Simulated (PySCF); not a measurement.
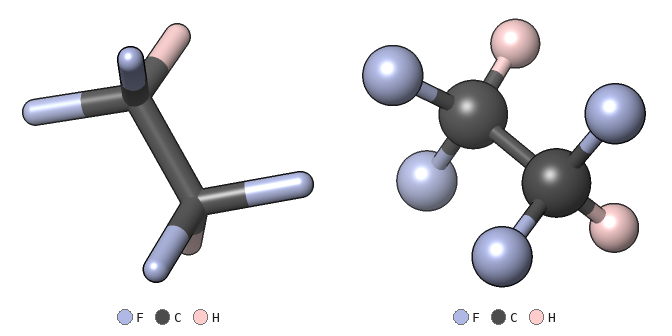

Both panels show the same species.

Description:

The molecule is C2H2F4. As SMILES it reads `FC(F)C(F)F`. It has no ring. Among its groups: C–F bond. This geometry has C2 symmetry. Coordination: 2 C tetrahedral.

More results for the same structure follow; atom numbers are the same in all pictures, views and colours differ. The geometry was computed by an optimisation with PBE0-D3(BJ)/def2-SVP. No frequency run is at hand to confirm it as a minimum.

**Bond orders**

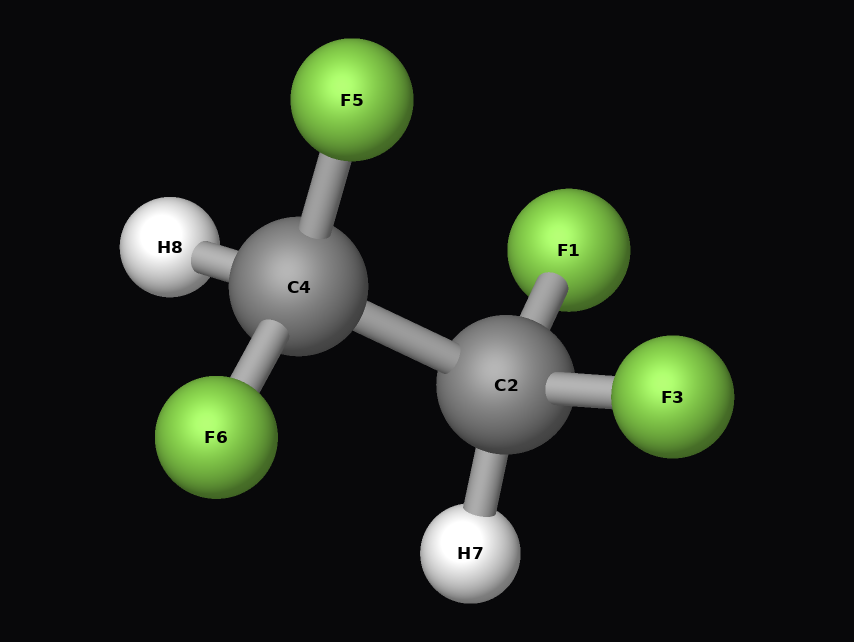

Every bond is drawn as one stick. No frequency run is at hand to confirm it as a minimum. Method: PBE0/pcSseg-1 (PySCF 2.14.0).

List the Mayer bond orders of C2–C4, C2–F3, F1–C2, C2–H7 (one bond of each equivalent set).

| bond | Mayer order | length (Å) |
| --- | --- | --- |
| C2–C4 | 0.94 | 1.523 |
| C2–F3 | 0.99 | 1.339 |
| F1–C2 | 0.97 | 1.346 |
| C2–H7 | 0.95 | 1.105 |

**Polarisability**

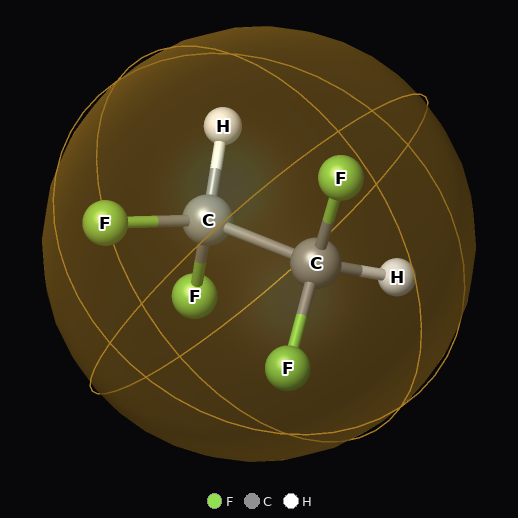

The ellipsoid shows the static dipole polarisability: its half-axes are proportional to the principal values. No frequency run is at hand to confirm it as a minimum. Method: CAM-B3LYP/def2-SVPD (PySCF 2.14.0).

Question: Give the principal values, the mean and the anisotropy.

Answer: Principal values 29.8, 29.8, 30.9 bohr³; mean 30.2 bohr³ (4.47 Å³); anisotropy 1.1 bohr³, so the longest axis is 1.04 times the shortest.

**Core levels**

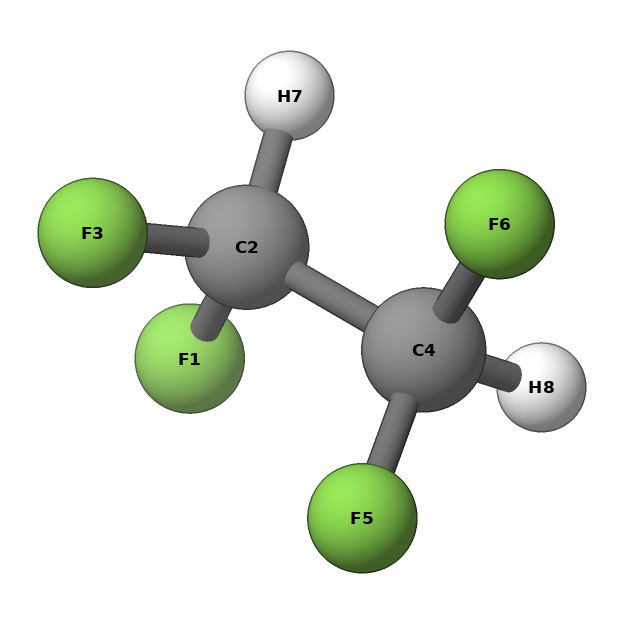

No frequency run is at hand to confirm it as a minimum. Properties computed with delta-SCF UKS SCAN, pcX-2 on the ionised atom, pcseg-1 elsewhere, spin-free X2C (PySCF 2.14.0).

Give the core-electron binding energies (to vacuum) of F1 1s, C2 1s.

```tsv
atom	level	binding energy (eV)
F1	1s	694.1
C2	1s	296.6
```
